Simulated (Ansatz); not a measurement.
ZrSe2 (1T monolayer), computed twice by G0W0.

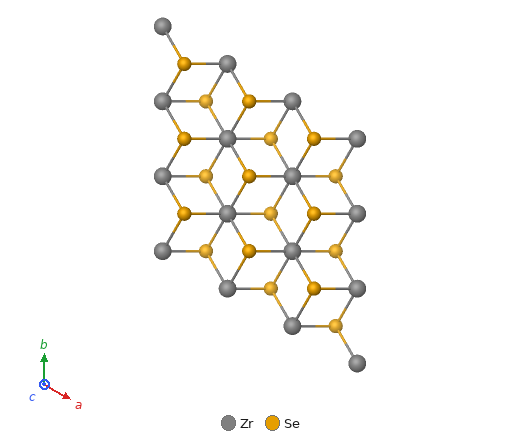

The structure (zirconium grey, selenium orange). 3×3×1 cells are drawn. Some periodic images of atoms are drawn too.

The cell holds 3 atoms: 1 Zr and 2 Se. Cell: a = 3.711 Å, b = 3.711 Å, c = 29.500 Å, α = 90.0°, β = 90.0°, γ = 120.0°. Vacuum lies along c.

```xyz
3
Lattice="3.7112 0.0000 0.0000 -1.8556 3.2140 0.0000 0.0000 0.0000 29.5000" Properties=species:S:1:pos:R:3
Zr    0.0000    0.0000   14.7500
Se    0.0000    2.1427   16.3346
Se    1.8556    1.0713   13.1654
```

The structure was relaxed with PBEsol-D3(BJ). The runs that relaxed it are not among those shown.

The first (Ansatz 0.2.0; start PBEsol, 6×6×1 mesh, 518 empty bands, screening to 75 eV, PAW set soft_1 files; 8 threads of Arm Neoverse V1, shared host) gave, on its mesh: starting gap 0.24 eV, G0W0 gap 1.00 eV, mean of 1 + 4πα/V (set by the cell height) 4.92, 2.5 min.

Question: The second changes empty bands from 518 to 209 and screening cutoff (eV) from 75.0 to 41. What does it give?

It gave: starting gap 0.24 eV, G0W0 gap 0.91 eV, mean of 1 + 4πα/V (set by the cell height) 4.96, 30 s. The G0W0 gap moves by −0.10 eV, +0.00 eV from the start and −0.10 eV from the correction. Σc changes by +0.30 eV at the valence top and +0.20 eV at the conduction bottom, and Σx − Vxc between them by +0.00 eV.

Limits: not at the basis limit; coarse mesh for a sheet; no spin-orbit coupling.

[Paths, hosts, dates, memory and timing lines, banners, echoed tables and standing remarks are left out of the program output.]

[Logs are printed without paths, hosts, clocks, repeated set-up lines and the standing remarks that a program may print on its own settings, such as how far it seeks lower states.]

[Runs of the session that timed out or met a known fault of the program may be left out.]

[Cells called generated may have been cut or substituted from an entry of the Crystallography Open Database or the Materials Project.]

[Hosts, paths, dates, database ids (printed as entryN), source tags and the programs' standing remarks are cut or masked in the printed files.]
